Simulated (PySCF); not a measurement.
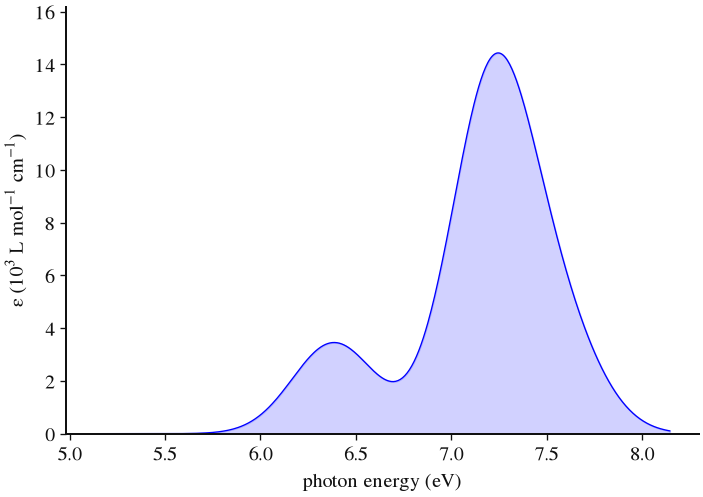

Vertical TDDFT excitations, PBE0/def2-SVPD, PySCF, at a PBE0-D3(BJ)/def2-SVP geometry (no frequency check), gas phase. The lowest 10 singlet states are shown; each is broadened by a Gaussian of 1/e half-width 0.30 eV.

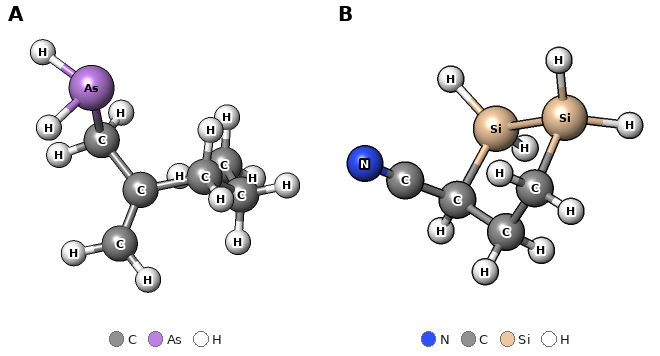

Question: Which molecule gives this spectrum? Choose among the lettered structures.

Answer: Structure B, C₄H₉NSi₂, SMILES N#C[C@@H]1CC[SiH2][SiH2]1. Its lowest singlet lies at 6.33 eV (f = 0.025) and the brightest of those computed is S4 at 7.21 eV (172 nm), f = 0.169, mainly HOMO → LUMO+2 (54 %) (S5 lies within 0.06 eV, too close to order).

Known limits of this run: one conformer of a flexible molecule; core orbitals are frozen in the response.
